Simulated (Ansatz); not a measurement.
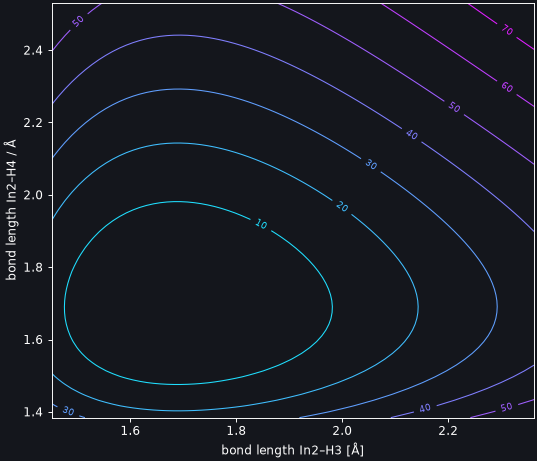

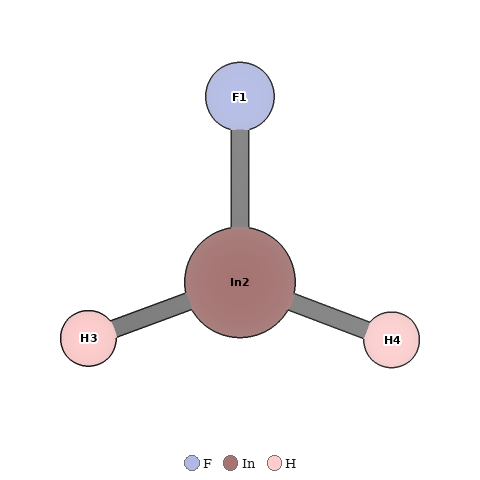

Energy landscape of FH₂In, SMILES [F][InH2]. The first coordinate is: bond length In2–H3; the second: bond length In2–H4. Nothing is relaxed (all other coordinates rigid). The scan uses a 15 × 15 grid. Points are written as (first, second). Energies are in kcal/mol, from the relaxed molecule at the same level. The restricted reference is unstable at some or all points, so the energies there are unreliable. These are results of RHF-MP2, frozen core/def2-TZVP in Ansatz, not measurements.

In the figure: contour lines labelled in kcal/mol. Between grid points the surface is interpolated. The second picture is the structure at the lowest point.

> Where are the wells?

The lowest grid point is at (1.711 Å, 1.711 Å), 0.18 kcal/mol from the relaxed molecule at the same level. It is the only kind of minimum in the scanned range. The highest grid point, (2.362 Å, 2.531 Å), lies 77.7 kcal/mol above the lowest. Round the minimum the contours are nearly round: the two directions are equally stiff and uncoupled.

The input of one point:

```yaml
crystal:
  periodic: [false, false, false]
  atoms:
    - { symbol: F, position_ang: [-1.628321, -0.628083, 0.188192] }
    - { symbol: In, position_ang: [0.195164, 0.052615, -0.026408] }
    - { symbol: H, position_ang: [1.312506, -0.968621, 0.771179] }
    - { symbol: H, position_ang: [0.191687, 1.489652, -0.95508] }
basis:
  gaussian: { orbitals: def2-TZVP }
hamiltonian:
  xc: hf
output:
  forces: true
correlation:
  method: mp2
```

Each point was launched as `ansatz run input.yaml --threads 1 --pin off --max-ram 2560MiB --backend cpu --events-out ev --progress --plain --runs-dir out`. Time for the 225 points that were run: 10 min on 1 thread of Arm Neoverse V1, on a shared host.
